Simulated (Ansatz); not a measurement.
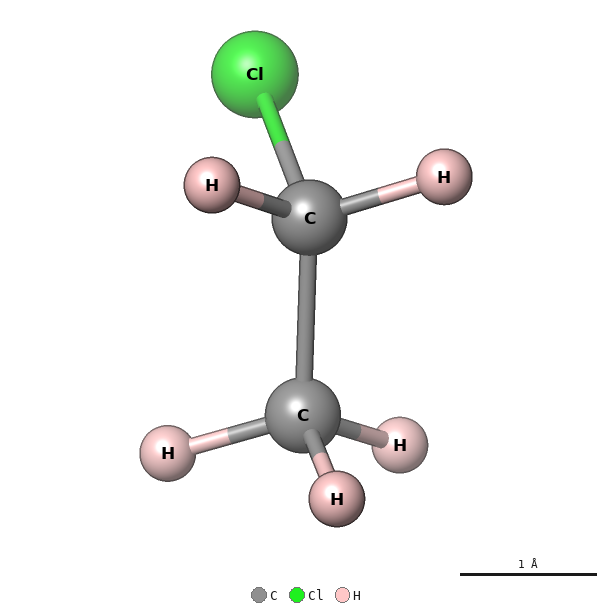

Depth is shown by fading: the farther an atom, the more it takes the colour of the background. The geometry was computed by an optimisation with PBE0-D4/def2-TZVP. Masses are those of the most abundant isotopes; constants are for the rigid equilibrium geometry.

Question: Classify the rotor and give the rotational constants (GHz).

Answer: An asymmetric top (Cs): A = 31.9, B = 5.52, C = 5.00 GHz. Ray's parameter κ is −0.96, close to the prolate limit.
